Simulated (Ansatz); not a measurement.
# CH7AlSi2: the cost of one run

Computed with the Python package of Ansatz 0.2.0. The levels of theory stand in the script.

### 1 The system

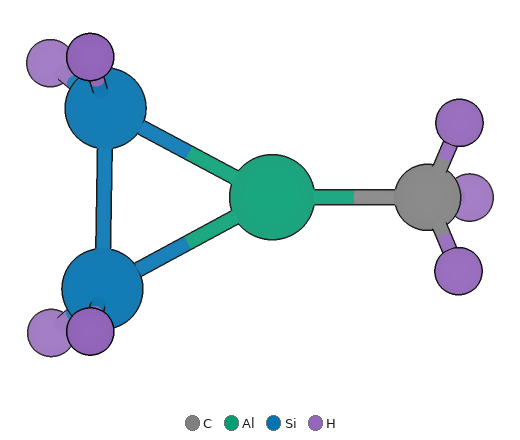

The starting structure, viewed from a chosen angle; carbon grey, aluminium teal, silicon blue, hydrogen purple.

The script holds or builds the structure itself.

### 2 The code

Contents of methods_ch7alsi2.py:

```python
import ansatz

BASIS = "def2-SVP"

geometry_ang = [
    ("C", [-1.2201, 1.9582, -0.5896]),
    ("Al", [-0.4925, 0.2143, -0.1967]),
    ("Si", [0.3984, -1.2715, 1.4046]),
    ("Si", [1.2668, -1.3982, -0.6479]),
    ("H", [-0.6516, 2.4997, -1.3928]),
    ("H", [-1.2802, 2.6344, 0.3201]),
    ("H", [-2.2784, 1.8795, -0.9719]),
    ("H", [-0.3796, -2.3928, 1.7968]),
    ("H", [1.4014, -0.6698, 2.4013]),
    ("H", [2.5642, -0.8933, -0.7718]),
    ("H", [0.737, -2.6176, -1.3317]),
]
mol = ansatz.Crystal.molecule()
for symbol, xyz in geometry_ang:
    mol = mol.atom(symbol, xyz)

job = mol.calculation().basis(gaussian=BASIS)

methods = ["mp2", "ccsd", "ccsd_t"]
reports = [job.correlation(m).run().report for m in methods]
print(f"Hartree-Fock reference {reports[0]['reference_energy_ev'] / 27.211386246:.6f} Ha")
best = reports[-1]["free_energy_ev"] - reports[-1]["reference_energy_ev"]
for method, each in zip(methods, reports):
    gained = each["free_energy_ev"] - each["reference_energy_ev"]
    print(f"{method:8s} total {each['free_energy_ev'] / 27.211386246:.6f} Ha  correlation {gained:9.4f} eV  ({100 * gained / best:.1f} % of the last)")
```

### 3 The input behind the calls

The engine receives this input (first run):

```yaml
crystal:
  periodic: [false, false, false]
  atoms:
    - { symbol: C, position_ang: [-1.2201, 1.9582, -0.5896] }
    - { symbol: Al, position_ang: [-0.4925, 0.2143, -0.1967] }
    - { symbol: Si, position_ang: [0.3984, -1.2715, 1.4046] }
    - { symbol: Si, position_ang: [1.2668, -1.3982, -0.6479] }
    - { symbol: H, position_ang: [-0.6516, 2.4997, -1.3928] }
    - { symbol: H, position_ang: [-1.2802, 2.6344, 0.3201] }
    - { symbol: H, position_ang: [-2.2784, 1.8795, -0.9719] }
    - { symbol: H, position_ang: [-0.3796, -2.3928, 1.7968] }
    - { symbol: H, position_ang: [1.4014, -0.6698, 2.4013] }
    - { symbol: H, position_ang: [2.5642, -0.8933, -0.7718] }
    - { symbol: H, position_ang: [0.737, -2.6176, -1.3317] }
basis:
  gaussian:
    orbitals: def2-SVP
correlation:
  method: mp2
```

### 4 Running it

Launch:

```sh
python methods_ch7alsi2.py
```

**Question.** How long does this script take on 1 thread of Arm Neoverse N1, shared host, and how much memory does it need?

About 31 s, with a peak of 0.42 GiB.
